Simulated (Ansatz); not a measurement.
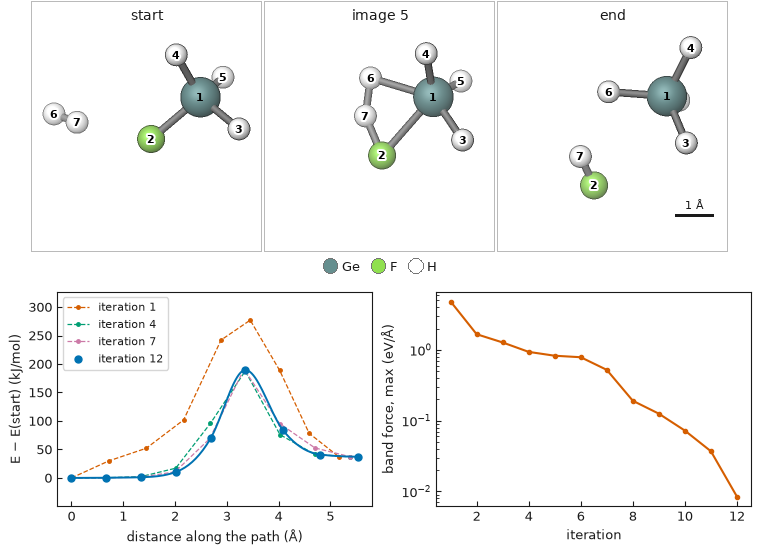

A search for the minimum-energy path of GeH5F, made up at the start of GeH$_{3}$F and H2 by the nudged elastic band. Images are numbered from 0 (start) to 8 (end). The plot follows the band through its iterations. Style: ball-and-stick. Shown from a free direction.

Level of theory: RKS B3LYP-D4/def2-SVP (Ansatz). Settings: 7 movable images; climbing image; force threshold 0.03 eV/Å; iteration limit 60; starting path through a guess of the saddle point.

Question: Did the band converge, and can the barrier be trusted?

Answer: The result is final at these settings. The band converged in 12 iterations. The largest component of the band force went from 4.8 to 0.0085 eV/Å. The climbing image converged on the top of the path. Its vibrational analysis gives one imaginary mode (1201i cm⁻¹), as a transition state must have. The first iteration put the highest image at 277.0 kJ/mol. The highest point, image 5, lies 189.5 kJ/mol above the start and 152.3 kJ/mol above the end; the end is at +37.1 kJ/mol relative to the start.

Limits of the set-up: the start holds two separate molecules, 2.3 Å apart at their closest, whose relative position is a soft coordinate.
